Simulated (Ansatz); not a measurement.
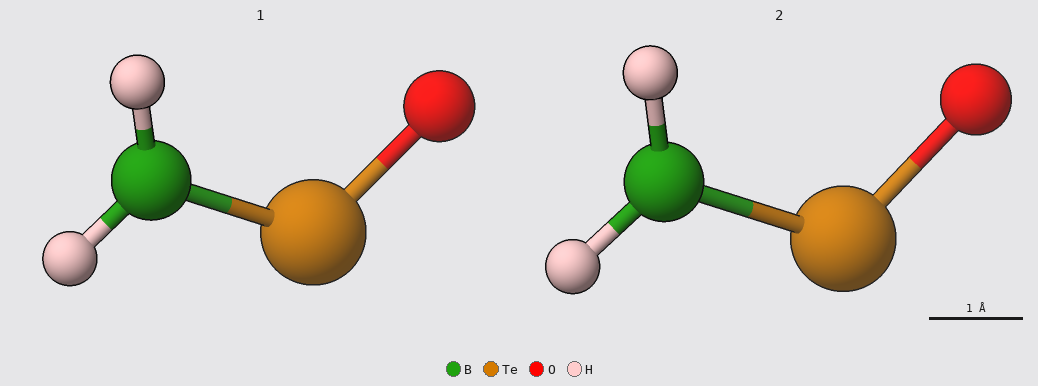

Two geometries of BH2TeO (charge −1), drawn at one scale. One is the start of a relaxation, the other its converged end. The picture is a ball-and-stick view, seen at a tilt.

Computed with RKS PBE-D4/def2-SVPD (Ansatz). (force threshold 0.03 eV/Å; at most 250 steps)

Which of the two is the end point?

Answer. Structure 1 is the relaxed one. It is one of the separated reactants of a reaction. Over 4 geometry steps the energy falls by 0.776 eV. The largest force component goes from 2.5 to 0.026 eV/Å. The O atom moves most after the best rigid fit: 0.21 Å. Largest moves by element: O 0.21 Å, H 0.20 Å, Te 0.16 Å, B 0.07 Å. Some distances before and after: B–Te 2.327 → 2.107 Å, O–Te 2.086 → 1.933 Å, B–H 1.345 → 1.217 Å. The run took 8 s on 2 threads of Arm Neoverse V2, on a shared host.
